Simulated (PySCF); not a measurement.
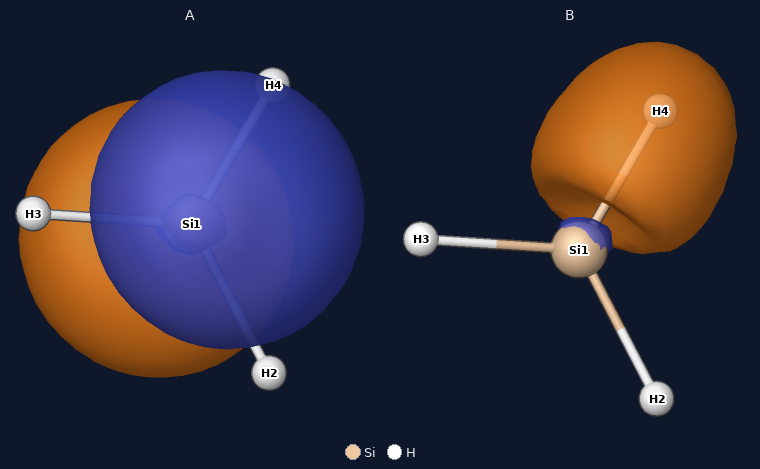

Figure 1: H3Si, charge +1, SMILES `[SiH3+]`. Intrinsic bond orbitals (IBO), occupied and valence-virtual; each surface holds about 70 % of the orbital's density. Energies are diagonal elements of the Fock matrix.

Method: B3LYP/cc-pVTZ; geometry: GFN2-xTB; program: PySCF. No frequency check shows the geometry to be a minimum.

Cartesian coordinates (Å):

```
Si1      0.0000    0.0000    0.0000
H2       1.4615   -0.0986    0.0000
H3      -0.8162   -1.2165    0.0000
H4      -0.6455    1.3151    0.0000
```

What does each orbital represent in a Lewis picture?

Answer. By panel:
- A: empty orbital on Si1 (Si1 100 %; −10.4 eV)
- B: σ bond H4–Si1 (H4 50 %, Si1 50 %; −19.1 eV)

Run time: 3.1 s on 1 thread of Intel(R) Xeon(R) Platinum 8488C (Sapphire Rapids), on a shared host, peak memory 0.27 GiB.
